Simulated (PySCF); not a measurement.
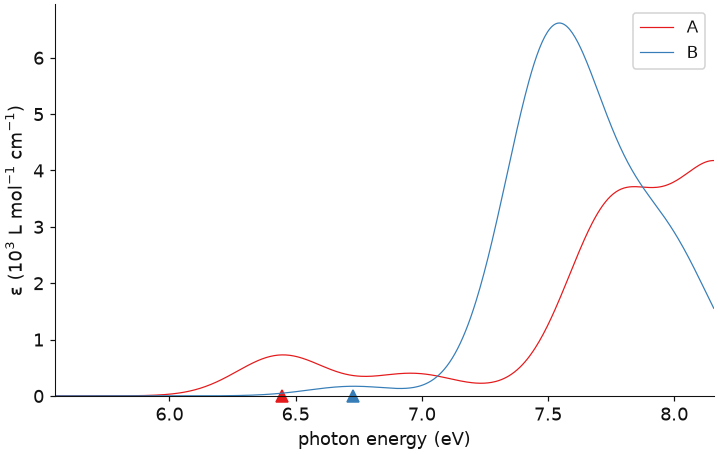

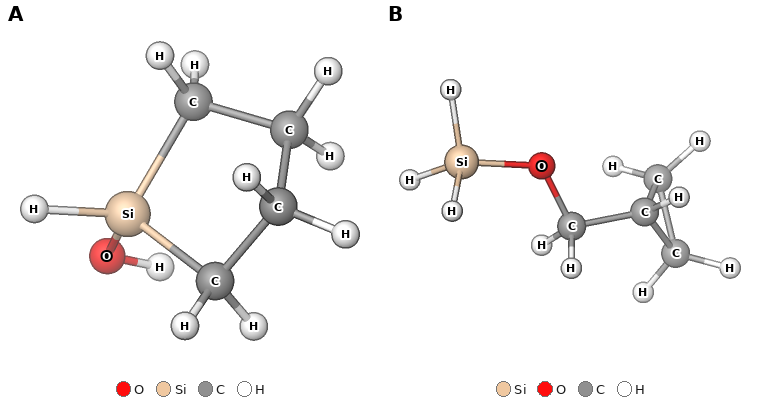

Related molecules: A is C₄H₁₀OSi, SMILES O[SiH]1CCCC1; B is C₄H₁₀OSi, SMILES [SiH3]OCC1CC1. Vertical TDDFT absorption, B3LYP/def2-SVPD, PySCF, at a PBE0-D3(BJ)/def2-SVP geometry (no frequency check); Gaussians of 1/e half-width 0.25 eV, triangles mark S1, and the range ends where the computed states of one molecule run out.

Question: How does the lowest singlet move?

Answer: A: 6.45 eV (f = 0.011, mainly HOMO → LUMO (97 %)); B: 6.73 eV (f = 0.003, mainly HOMO → LUMO (92 %)). From A to B it shifts 0.28 eV to the blue.

Question: And the brightest state of each within the range drawn?

Answer: A: S6 at 7.75 eV, f = 0.05; B: S4 at 7.56 eV, f = 0.05.

Limits of at least one run: core orbitals are frozen in the response; one conformer of a flexible molecule; states above the negative HOMO energy depend on the basis.
